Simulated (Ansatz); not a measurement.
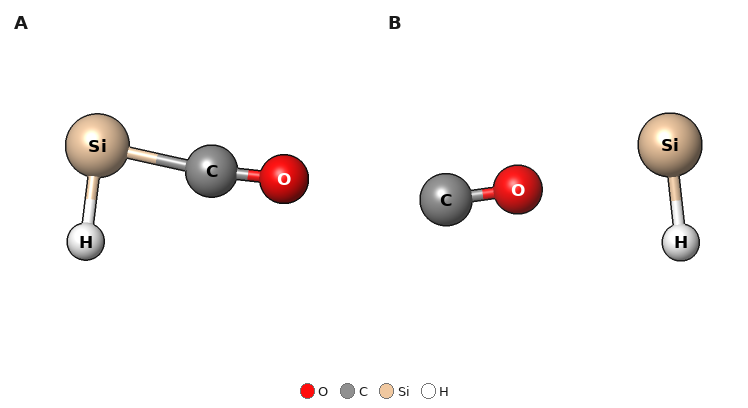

2 stationary structures of one formula. The species is neutral and a spin doublet. Geometries: PBE0-D4/def2-TZVP. Electronic energies: UHF-CCSD(T) (frozen core)/def2-TZVPP (Ansatz 0.2.0), without zero-point energy. No frequency run is at hand to confirm each as a minimum.

> Rank them by energy, lowest first.

A is lowest; B lies 27.0 kcal/mol above it.

Give E(B) − E(A) in kcal/mol at these levels too: ωB97M-V/def2-TZVPP; B3LYP-D4/def2-TZVPP; UHF-CCSD(T) (frozen core)/def2-TZVPP; r2SCAN-D4/def2-TZVPP; PBE0-D4/def2-TZVPP; PBE-D4/def2-TZVPP; PBE0-D4/def2-TZVP.

```csv
level,E(B) − E(A) (kcal/mol)
ωB97M-V/def2-TZVPP,+30.0
B3LYP-D4/def2-TZVPP,+32.9
UHF-CCSD(T) (frozen core)/def2-TZVPP,+27.0
r2SCAN-D4/def2-TZVPP,+41.0
PBE0-D4/def2-TZVPP,+37.0
PBE-D4/def2-TZVPP,+40.9
PBE0-D4/def2-TZVP,+37.0
```
